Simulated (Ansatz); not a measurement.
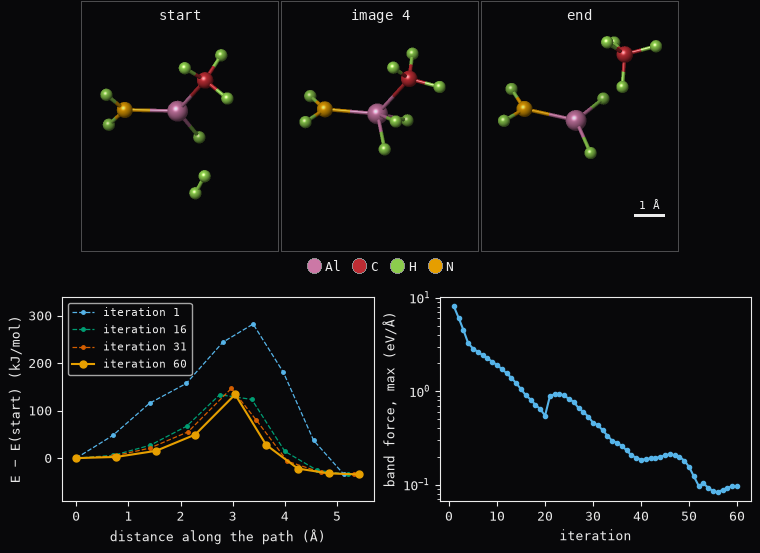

A search for the minimum-energy path of CH$_{8}$AlN, made up at the start of CH₆AlN and H₂ by the nudged elastic band. Images are numbered from 0 (start) to 8 (end). The plot follows the band through its iterations. The picture is a ball-and-stick view, seen from a free direction.

These are results of Ansatz, RKS PBE/6-31G*, not measurements. Run with 7 movable images; climbing image; force threshold 0.05 eV/Å; iteration limit 60; optimiser FIRE; largest step 0.02 Å; starting path through a guess of the saddle point.

> Judge this run.

The result isn't final. The band hadn't converged when the run stopped after 60 iterations. The largest component of the band force went from 8.1 to 0.096 eV/Å. The barrier read from it is provisional, though the highest image hardly moved in the last two iterations. The step length is far from the usual. The first iteration put the highest image at 282.3 kJ/mol. The highest point, image 4, lies 134.1 kJ/mol above the start and 168.4 kJ/mol above the end; the end is at −34.3 kJ/mol relative to the start.

Limits of the set-up: the start holds two separate molecules, 2.8 Å apart at their closest, whose relative position is a soft coordinate and is computed without a dispersion correction.

The run took 14 min on 1 thread of Arm Neoverse V1, with other jobs on the host, peak memory 0.11 GiB.
